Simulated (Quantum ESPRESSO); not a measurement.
# FePt: energy against a fixed spin moment

How stiff is the total moment of FePt, and does E(M) have further minima?

Program: Quantum ESPRESSO 7.5. Level of theory: PBE; plane waves with GBRV 1.5 PBE potentials, no spin-orbit coupling. Results are calculated unless marked as measured.

## (1) The starting structure

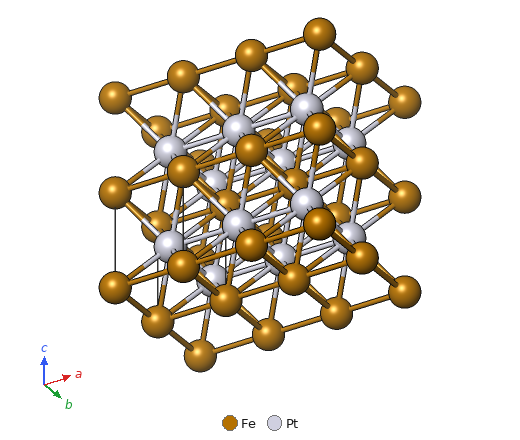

Start, viewed from a free direction; iron orange, platinum light grey. 3×2×2 cells are drawn. Some periodic images of atoms are drawn too.

Coordinates:

```cif
data_structure
_symmetry_space_group_name_H-M 'P 1'
_symmetry_Int_Tables_number 1
_cell_length_a 2.7238
_cell_length_b 2.7238
_cell_length_c 3.7130
_cell_angle_alpha 90.000
_cell_angle_beta 90.000
_cell_angle_gamma 90.000
_cell_volume 27.55
loop_
_atom_site_label
_atom_site_type_symbol
_atom_site_fract_x
_atom_site_fract_y
_atom_site_fract_z
_atom_site_occupancy
Fe1 Fe 0.00000 0.00000 0.00000 1
Pt2 Pt 0.50000 0.50000 0.50000 1
```

The lattice constants were typed from memory of published values and not checked against a source.

## (2) The free run

Input file pw.in:

```
&CONTROL
  calculation = 'scf'
  prefix = 'pwscf'
  outdir = './tmp'
  pseudo_dir = './pseudo'
  disk_io = 'nowf'
/
&SYSTEM
  ibrav = 0
  celldm(1) = 8
  nat = 2
  ntyp = 2
  ecutwfc = 40
  ecutrho = 280
  nbnd = 24
  occupations = 'smearing'
  smearing = 'fd'
  degauss = 0.00367493
  nspin = 2
  starting_magnetization(1) = 0.175
  starting_magnetization(2) = 0
/
&ELECTRONS
  conv_thr = 4d-09
  electron_maxstep = 150
  mixing_beta = 0.3
/
ATOMIC_SPECIES
Fe     55.8450 fe_pbe_v1.5.uspp.F.UPF
Pt    195.0840 pt_pbe_v1.4.uspp.F.UPF
CELL_PARAMETERS alat
   0.6433985968878    0.0000000000000    0.0000000000000
   0.0000000000000    0.6433985968878    0.0000000000000
   0.0000000000000    0.0000000000000    0.8770691375919
ATOMIC_POSITIONS crystal
Fe      0.0000000000    0.0000000000    0.0000000000
Pt      0.5000000000    0.5000000000    0.5000000000
K_POINTS automatic
12 12 12 0 0 0
```

Command:

```console
$ OMP_NUM_THREADS=1 mpirun -n 4 pw.x -nk 4 -in pw.in > pw.out
```

The program printed:

```text
Program PWSCF v.7.5 starts

     Message from routine setup:
     using ibrav=0 with symmetry is DISCOURAGED, use correct ibrav instead

     K-points division:     npool     =       4
     Subspace diagonalization in iterative solution of the eigenvalue problem:

     G-vector sticks info
     --------------------
     sticks:   dense  smooth     PW     G-vecs:    dense   smooth      PW
     Sum         593     341    109                14709     6361    1205

     Using Slab Decomposition

     bravais-lattice index     =            0
     lattice parameter (alat)  =       8.0000  a.u.
     unit-cell volume          =     185.8934 (a.u.)^3
     number of atoms/cell      =            2
     number of atomic types    =            2
     number of electrons       =        32.00
     number of Kohn-Sham states=           24
     kinetic-energy cutoff     =      40.0000  Ry
     charge density cutoff     =     280.0000  Ry
     scf convergence threshold =      4.0E-09
     mixing beta               =       0.3000
     number of iterations used =            8  plain     mixing
     Exchange-correlation=  SLA  PW   PBX  PBC
                           (   1   4   3   4   0   0   0)

     celldm(1)=   8.000000  celldm(2)=   0.000000  celldm(3)=   0.000000
     celldm(4)=   0.000000  celldm(5)=   0.000000  celldm(6)=   0.000000

     crystal axes: (cart. coord. in units of alat)
               a(1) = (   0.643399   0.000000   0.000000 )
               a(2) = (   0.000000   0.643399   0.000000 )
               a(3) = (   0.000000   0.000000   0.877069 )

     reciprocal axes: (cart. coord. in units 2 pi/alat)
               b(1) = (  1.554246  0.000000  0.000000 )
               b(2) = (  0.000000  1.554246  0.000000 )
               b(3) = (  0.000000  0.000000  1.140161 )

     PseudoPot. # 1 for Fe read from file:
     fe_pbe_v1.5.uspp.F.UPF
     Pseudo is Ultrasoft + core correction, Zval = 16.0
     Generated by new atomic code, or converted to UPF format
     Using radial grid of  861 points,  6 beta functions with:
                l(1) =   0
                l(2) =   0
                l(3) =   1
                l(4) =   1
                l(5) =   2
                l(6) =   2
     Q(r) pseudized with  8 coefficients,  rinner =    1.000   1.000   1.000
                                                       1.000   1.000

     PseudoPot. # 2 for Pt read from file:
     pt_pbe_v1.4.uspp.F.UPF
     Pseudo is Ultrasoft + core correction, Zval = 16.0
     Generated by new atomic code, or converted to UPF format
     Using radial grid of  985 points,  6 beta functions with:
                l(1) =   0
                l(2) =   0
                l(3) =   1
                l(4) =   1
                l(5) =   2
                l(6) =   2
     Q(r) pseudized with  8 coefficients,  rinner =    1.300   1.300   1.300
                                                       1.300   1.300

     atomic species   valence    mass     pseudopotential
     Fe               16.00    55.84500     Fe( 1.00)
     Pt               16.00   195.08400     Pt( 1.00)

     Starting magnetic structure
     atomic species   magnetization
     Fe              0.175
     Pt              0.000

     16 Sym. Ops., with inversion, found

   Cartesian axes

     site n.     atom                  positions (alat units)
         1        Fe     tau(   1) = (   0.0000000   0.0000000   0.0000000  )
         2        Pt     tau(   2) = (   0.3216993   0.3216993   0.4385346  )

     number of k points=   196  Fermi-Dirac smearing, width (Ry)=  0.0037

     Number of k-points >= 100: set verbosity='high' to print them.

     Dense  grid:    14709 G-vectors     FFT dimensions: (  27,  27,  40)

     Smooth grid:     6361 G-vectors     FFT dimensions: (  24,  24,  30)

     Check: negative core charge=   -0.000027
     Generating pointlists ...
     new r_m :   0.2607 (alat units)  2.0853 (a.u.) for type    1
     new r_m :   0.2607 (alat units)  2.0853 (a.u.) for type    2

     Initial potential from superposition of free atoms

     starting charge      30.5000, renormalised to      32.0000

     negative rho (up, down):  9.890E-02 9.897E-02
     Starting wfcs are   25 randomized atomic wfcs

     Self-consistent Calculation

     iteration #  1     ecut=    40.00 Ry     beta= 0.30
     Davidson diagonalization with overlap
     ethr =  1.00E-02,  avg # of iterations =  4.2

     negative rho (up, down):  9.165E-02 9.168E-02

     total energy              =    -458.54647067 Ry
     estimated scf accuracy    <       8.19121870 Ry

     total magnetization       =     0.72 Bohr mag/cell
     absolute magnetization    =     0.93 Bohr mag/cell

     iteration #  2     ecut=    40.00 Ry     beta= 0.30
     Davidson diagonalization with overlap
     ethr =  1.00E-02,  avg # of iterations =  2.1

     negative rho (up, down):  9.238E-02 9.238E-02

     total energy              =    -460.01770990 Ry
     estimated scf accuracy    <      14.24568378 Ry

     total magnetization       =     0.77 Bohr mag/cell
     absolute magnetization    =     0.85 Bohr mag/cell

     iteration #  3     ecut=    40.00 Ry     beta= 0.30
     Davidson diagonalization with overlap
     ethr =  1.00E-02,  avg # of iterations =  2.0

     negative rho (up, down):  9.199E-02 9.115E-02

     total energy              =    -461.01547693 Ry
     estimated scf accuracy    <       0.31286061 Ry

     total magnetization       =     2.94 Bohr mag/cell
     absolute magnetization    =     2.97 Bohr mag/cell

     [... further iterations left out ...]

     iteration # 11     ecut=    40.00 Ry     beta= 0.30
     Davidson diagonalization with overlap
     ethr =  2.32E-08,  avg # of iterations =  2.0

     negative rho (up, down):  9.169E-02 8.762E-02

     total energy              =    -461.07785113 Ry
     estimated scf accuracy    <       0.00000219 Ry

     total magnetization       =     3.34 Bohr mag/cell
     absolute magnetization    =     3.52 Bohr mag/cell

     iteration # 12     ecut=    40.00 Ry     beta= 0.30
     Davidson diagonalization with overlap
     ethr =  6.84E-09,  avg # of iterations =  1.1

     negative rho (up, down):  9.169E-02 8.762E-02

     total energy              =    -461.07785145 Ry
     estimated scf accuracy    <       0.00000003 Ry

     total magnetization       =     3.34 Bohr mag/cell
     absolute magnetization    =     3.52 Bohr mag/cell

     iteration # 13     ecut=    40.00 Ry     beta= 0.30
     Davidson diagonalization with overlap
     ethr =  8.93E-11,  avg # of iterations =  3.8

     negative rho (up, down):  9.169E-02 8.762E-02

     total energy              =    -461.07785150 Ry
     estimated scf accuracy    <          8.0E-09 Ry

     total magnetization       =     3.34 Bohr mag/cell
     absolute magnetization    =     3.52 Bohr mag/cell

     iteration # 14     ecut=    40.00 Ry     beta= 0.30
     Davidson diagonalization with overlap
     ethr =  2.50E-11,  avg # of iterations =  1.3

     negative rho (up, down):  9.169E-02 8.762E-02

     Magnetic moment per site  (integrated on atomic sphere of radius R)
     atom   1 (R=0.261)  charge= 14.7147  magn=  3.0037
     atom   2 (R=0.261)  charge= 13.7960  magn=  0.4005

     End of self-consistent calculation

     Number of k-points >= 100: set verbosity='high' to print the bands.

     the Fermi energy is    20.0489 ev

!    total energy              =    -461.07785152 Ry
     estimated scf accuracy    <          2.1E-09 Ry
     smearing contrib. (-TS)   =      -0.00089347 Ry
     internal energy E=F+TS    =    -461.07695804 Ry

     The total energy is F=E-TS. E is the sum of the following terms:
     one-electron contribution =    -143.76975468 Ry
     hartree contribution      =      95.34955828 Ry
     xc contribution           =     -86.20091273 Ry
     ewald contribution        =    -326.45584891 Ry

     total magnetization       =     3.34 Bohr mag/cell
     absolute magnetization    =     3.52 Bohr mag/cell

     convergence has been achieved in  14 iterations

=------------------------------------------------------------------------------=
   JOB DONE.
=------------------------------------------------------------------------------=
```

Elapsed: 66 s, on 4 MPI ranks of Arm Neoverse N1, shared host; peak memory 0.36 GiB; 4.3 min of CPU time.

Spin moment in the atom's sphere by atom:

| atom | spin moment in the atom's sphere (μB) |
| --- | --- |
| Fe1 | 3.00 |
| Pt2 | 0.40 |

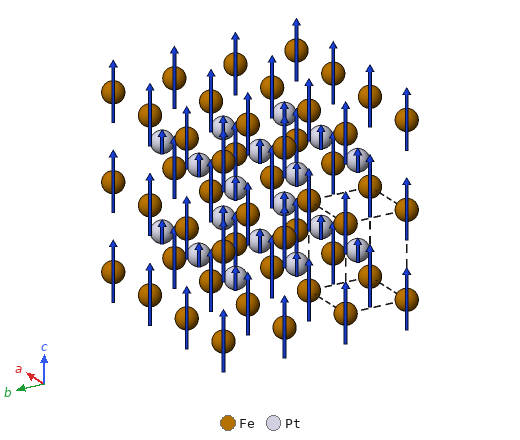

Spin moment in the atom's sphere as arrows, the longest 3.00 μB. Up and down stand for the sign. Arrows give size and sign along the axis of quantisation, drawn up and down the page. Each arrow also spans its atom, so small moments look longer than they are. 3×3×2 cells are drawn. Some periodic images of atoms are drawn too.

This step gave:

| Quantity | Value |
| --- | --- |
| smearing term TS | 0.01216 eV |
| magnetization | 3.34 μB |
| absolute magnetization | 3.523 μB |
| final state | ferromagnetic |

## (3) Moment fixed at 0 μB

The two spin channels are filled to separate Fermi energies, so that the total moment meets the target. Half of the up one less the down one is the slope dE/dM.

pw.in: that of step 2 with these lines changed.

```diff
@@ -14,3 +14,3 @@
   ecutrho = 280
-  nbnd = 24
+  nbnd = 25
   occupations = 'smearing'
@@ -19,4 +19,5 @@
   nspin = 2
-  starting_magnetization(1) = 0.175
+  starting_magnetization(1) = 0.0088
   starting_magnetization(2) = 0
+  tot_magnetization = 0
 /
```

The program printed:

```text
     [... lines left out ...]
Program PWSCF v.7.5 starts
     [... lines left out ...]
     number of atoms/cell      =            2
     [... lines left out ...]
     number of electrons       =        32.00 (up:  16.00, down:  16.00)
     number of Kohn-Sham states=           25
     kinetic-energy cutoff     =      40.0000  Ry
     charge density cutoff     =     280.0000  Ry
     scf convergence threshold =      4.0E-09
     [... lines left out ...]
     16 Sym. Ops., with inversion, found
     [... lines left out ...]
     number of k points=   196  Fermi-Dirac smearing, width (Ry)=  0.0037
     [... lines left out ...]
     iteration # 15     ecut=    40.00 Ry     beta= 0.30
     [... lines left out ...]
     Magnetic moment per site  (integrated on atomic sphere of radius R)
     atom   1 (R=0.261)  charge= 14.7858  magn=  0.0002
     atom   2 (R=0.261)  charge= 13.7270  magn= -0.0002
     [... lines left out ...]
     the spin up/dw Fermi energies are    19.8804   19.8806 ev
!    total energy              =    -461.01974929 Ry
     estimated scf accuracy    <          3.6E-09 Ry
     smearing contrib. (-TS)   =      -0.00251692 Ry
     [... lines left out ...]
     total magnetization       =    -0.00 Bohr mag/cell
     absolute magnetization    =     0.00 Bohr mag/cell
     convergence has been achieved in  15 iterations
```

Wall time 67 s (4 MPI ranks); peak memory 0.37 GiB.

Read from the output:

```
magnetization                                 : 0 μB
absolute magnetization                        : 0 μB
half the difference of the two Fermi energies : -0.1 meV
largest moment                                : 0 μB
```

## (4) Moment fixed at 0.501 μB

pw.in: that of step 3 with these lines changed.

```diff
@@ -14,3 +14,3 @@
   ecutrho = 280
-  nbnd = 25
+  nbnd = 26
   occupations = 'smearing'
@@ -19,5 +19,5 @@
   nspin = 2
-  starting_magnetization(1) = 0.0088
+  starting_magnetization(1) = 0.0313
   starting_magnetization(2) = 0
-  tot_magnetization = 0
+  tot_magnetization = 0.501
 /
```

The program printed:

```text
     [... lines left out ...]
Program PWSCF v.7.5 starts
     [... lines left out ...]
     number of atoms/cell      =            2
     [... lines left out ...]
     number of electrons       =        32.00 (up:  16.25, down:  15.75)
     number of Kohn-Sham states=           26
     kinetic-energy cutoff     =      40.0000  Ry
     charge density cutoff     =     280.0000  Ry
     scf convergence threshold =      4.0E-09
     [... lines left out ...]
     16 Sym. Ops., with inversion, found
     [... lines left out ...]
     number of k points=   196  Fermi-Dirac smearing, width (Ry)=  0.0037
     [... lines left out ...]
     iteration # 17     ecut=    40.00 Ry     beta= 0.30
     [... lines left out ...]
     Magnetic moment per site  (integrated on atomic sphere of radius R)
     atom   1 (R=0.261)  charge= 14.7835  magn=  0.5429
     atom   2 (R=0.261)  charge= 13.7299  magn= -0.0156
     [... lines left out ...]
     the spin up/dw Fermi energies are    19.7861   19.9875 ev
!    total energy              =    -461.02158626 Ry
     estimated scf accuracy    <          2.6E-09 Ry
     smearing contrib. (-TS)   =      -0.00275168 Ry
     [... lines left out ...]
     total magnetization       =     0.50 Bohr mag/cell
     absolute magnetization    =     0.60 Bohr mag/cell
     convergence has been achieved in  17 iterations
```

The job ended after 81 s (4 MPI ranks; peak memory 0.38 GiB; 5.4 min of CPU time).

Spin moment in the atom's sphere by atom:

```csv
atom,spin moment in the atom's sphere (μB)
Fe1,0.543
Pt2,-0.016
```

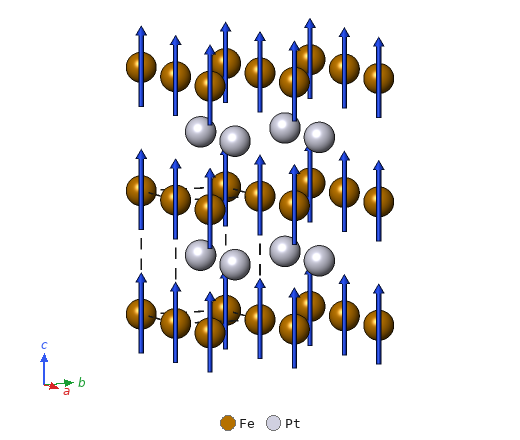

Spin moment in the atom's sphere as arrows, the longest 0.543 μB. Up and down stand for the sign. Arrows give size and sign along the axis of quantisation, drawn up and down the page. 2×2×2 cells are drawn. Some periodic images of atoms are drawn too.

This step gave:

```
magnetization                                 : 0.501 μB
absolute magnetization                        : 0.602 μB
half the difference of the two Fermi energies : -100.7 meV
```

## (5) Moment fixed at 1.002 μB

pw.in: that of step 4 with these lines changed.

```diff
@@ -19,5 +19,5 @@
   nspin = 2
-  starting_magnetization(1) = 0.0313
+  starting_magnetization(1) = 0.0626
   starting_magnetization(2) = 0
-  tot_magnetization = 0.501
+  tot_magnetization = 1.002
 /
```

The program printed:

```text
     [... lines left out ...]
Program PWSCF v.7.5 starts
     [... lines left out ...]
     number of atoms/cell      =            2
     [... lines left out ...]
     number of electrons       =        32.00 (up:  16.50, down:  15.50)
     number of Kohn-Sham states=           26
     kinetic-energy cutoff     =      40.0000  Ry
     charge density cutoff     =     280.0000  Ry
     scf convergence threshold =      4.0E-09
     [... lines left out ...]
     16 Sym. Ops., with inversion, found
     [... lines left out ...]
     number of k points=   196  Fermi-Dirac smearing, width (Ry)=  0.0037
     [... lines left out ...]
     iteration # 16     ecut=    40.00 Ry     beta= 0.30
     [... lines left out ...]
     Magnetic moment per site  (integrated on atomic sphere of radius R)
     atom   1 (R=0.261)  charge= 14.7780  magn=  1.0700
     atom   2 (R=0.261)  charge= 13.7365  magn= -0.0173
     [... lines left out ...]
     the spin up/dw Fermi energies are    19.7066   20.1072 ev
!    total energy              =    -461.02712136 Ry
     estimated scf accuracy    <          3.4E-09 Ry
     smearing contrib. (-TS)   =      -0.00294749 Ry
     [... lines left out ...]
     total magnetization       =     1.00 Bohr mag/cell
     absolute magnetization    =     1.17 Bohr mag/cell
     convergence has been achieved in  16 iterations
```

The job ended after 74 s (4 MPI ranks; peak memory 0.37 GiB).

Read from the output:

```
magnetization                                 : 1.002 μB
absolute magnetization                        : 1.174 μB
half the difference of the two Fermi energies : -200.3 meV
largest moment                                : 1.07 μB
```

## (6) E(M)

The runs not shown differ in the target, the start and the number of states alone. The point at 3.34 μB is the free run, entered with slope zero.

Energy over the lowest against total spin moment:

| total spin moment (μB a cell) | energy over the lowest (meV a cell) |
| --- | --- |
| 0.00 | 791 |
| 0.50 | 766 |
| 1.00 | 690 |
| 1.50 | 563 |
| 2.00 | 390 |
| 2.50 | 200 |
| 3.01 | 40.3 |
| 3.34 | 0 |
| 3.51 | 11.5 |
| 4.01 | 219 |
| 4.51 | 736 |

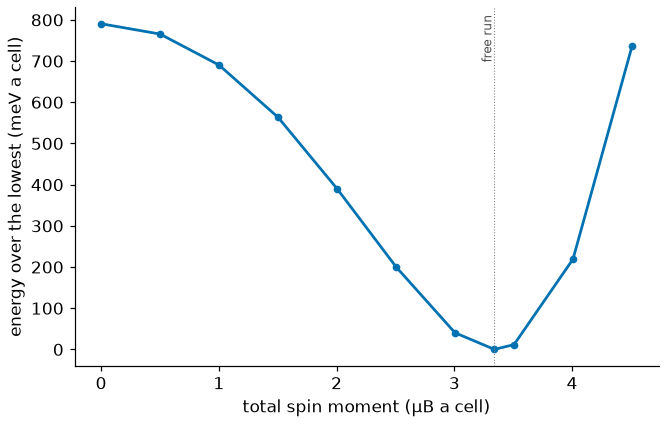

Energy over the lowest, plotted against total spin moment.

The dE/dM by total spin moment:

```
total spin moment (μB a cell)  dE/dM (meV/μB)
                         0.00          -0.110
                         0.50            -101
                         1.00            -200
                         1.50            -306
                         2.00            -374
                         2.50            -370
                         3.01            -221
                         3.34               0
                         3.51             135
                         4.01             735
                         4.51            1254
```

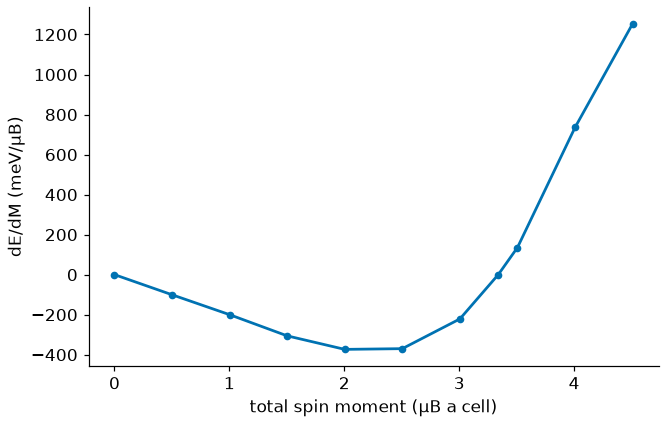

dE/dM against total spin moment.

Table of largest site moment by total spin moment:

```
total spin moment (μB a cell)  largest site moment (μB)
                         0.00                    2.0e-4
                         0.50                     0.543
                         1.00                      1.07
                         1.50                      1.60
                         2.00                      2.08
                         2.50                      2.47
                         3.01                      2.81
                         3.34                      3.00
                         3.51                      3.10
                         4.01                      3.34
                         4.51                      3.54
```

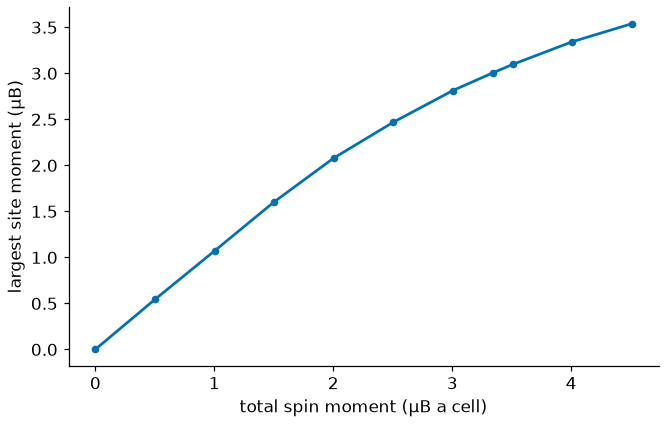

Largest site moment, plotted against total spin moment.

## (7) Outcome

```
moment of the free run                              : 3.34 μB a cell
energy at zero total moment                         : 791 meV a cell over the lowest
ΔE/ΔM² from the lowest point to 3.51 and to 3.01 μB : 413 and 361 meV/μB²
```

At zero total moment the site moments vanish, so the 791 meV a cell is the energy of forming them. The points show one minimum alone. The cell holds one seeded atom, so opposed orders, which may lie lower, cannot form in it.

[Logs and program files are shortened in this print: banners, set-up blocks, solver, clock and traceback lines can be left out without a mark of their own.]

[Logs are printed without paths, hosts, clocks, repeated set-up lines and the standing remarks that a program may print on its own settings, such as how far it seeks lower states.]

[Hosts, paths, dates, database ids (printed as entryN), source tags and the programs' standing remarks are cut or masked in the printed files.]

[Where a cell is said to come from a database of computed structures, the database is the Materials Project.]
